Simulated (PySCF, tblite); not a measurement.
# C₄H₇N₃SSi: geometry, infrared bands and NMR shifts

Aim: predict the infrared bands and NMR shifts of C₄H₇N₃SSi (`CS[Si@](N)(C#N)CC#N`).

The runs use tblite 0.8.0 and PySCF 2.14.0, with density-fitted response routines of our own; the level of theory stands in each step. All values are computed, except where a source is named. Atoms count from 0, in the outputs and in this text.

**1. The molecule as given**

16 atoms, charge 0, multiplicity 1; geometry from: force field or distance geometry start.

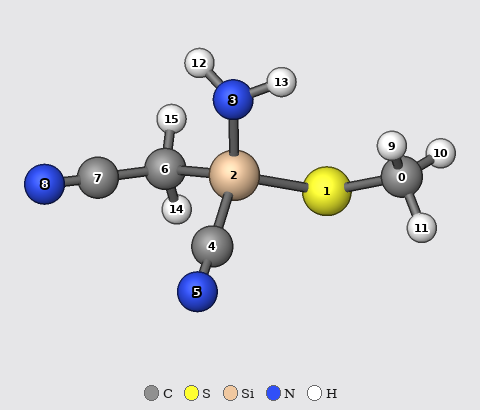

The starting geometry (carbon grey, sulfur yellow, silicon light orange, nitrogen blue, hydrogen white), atoms numbered.

**2. Geometry optimisation with GFN2-xTB**

The job: settings as JSON, then the geometry in Å.

```
{"job": {"kind": "relax", "xc": "GFN2-xTB", "basis": "xTB"}, "charge": 0, "multiplicity": 1}
C      2.960400    -0.289400    -0.177900
S      1.355200    -0.418800    -1.003600
Si    -0.298200    -0.104300     0.318200
N     -0.114900     1.301700     1.373500
C     -0.680500    -1.567900     1.329700
N     -0.940700    -2.497900     1.965200
C     -1.802600     0.196400    -0.787900
C     -3.054900     0.041300    -0.058500
N     -4.049800    -0.072400     0.511700
H      2.914800     0.250700     0.794200
H      3.666400     0.185500    -0.892300
H      3.323400    -1.336400    -0.038000
H     -0.771500     2.081700     1.189300
H      0.879600     1.579000     1.528100
H     -1.715800    -0.548800    -1.601400
H     -1.678600     1.208500    -1.194100
```

Started as:

```
OMP_NUM_THREADS=1 python probes_run.py task.json out
```

The driver reads the jobs from task.json and runs them one after another.

**Question.** This job is followed by: GFN2-xTB harmonic vibrations, gas phase; GIAO PBE0/pcSseg-1 NMR shielding, non-relativistic, gas phase. Predict these results of the whole session: strongest single infrared mode (GFN2-xTB); zero-point energy (GFN2-xTB); 13C shifts against TMS (PBE0/pcSseg-1); 1H shifts against TMS (PBE0/pcSseg-1, means over atoms taken as alike); 33S shifts against CS2 (PBE0/pcSseg-1); 29Si shifts against TMS (PBE0/pcSseg-1); 15N shifts against NH3 (PBE0/pcSseg-1).

As calculated:

| quantity | value |
| --- | --- |
| strongest single infrared mode (GFN2-xTB) | 2404 cm⁻¹, 308 km/mol |
| zero-point energy (GFN2-xTB) | 67.9 kcal/mol |
| 13C shifts against TMS (PBE0/pcSseg-1) | 123.7, 120.0, 13.5, 3.8 ppm |
| 1H shifts against TMS (PBE0/pcSseg-1, means over atoms taken as alike) | 2.38, 1.82, 1.76, 1.73 ppm |
| 33S shifts against CS2 (PBE0/pcSseg-1) | -144 ppm |
| 29Si shifts against TMS (PBE0/pcSseg-1) | -24.6 ppm |
| 15N shifts against NH3 (PBE0/pcSseg-1) | 358.4, 300.9, 30.7 ppm |

**Reading.** The optimisation took 122 steps and gained 0.557 eV; among the close pairs (by a distance rule), Si2–C4 changed most, from 1.820 to 1.879 Å. All 42 modes are real, so the xTB geometry is a minimum. The strongest single mode, at 2404 cm⁻¹, moves mainly C7 and N8. GFN2-xTB is a fitted tight-binding method: band positions and strengths are rough. Its intensities can rank the bands wrongly. At PBE0/pcSseg-1: The largest span, 577 ppm, is at N5, where the paramagnetic term is -429 ppm.
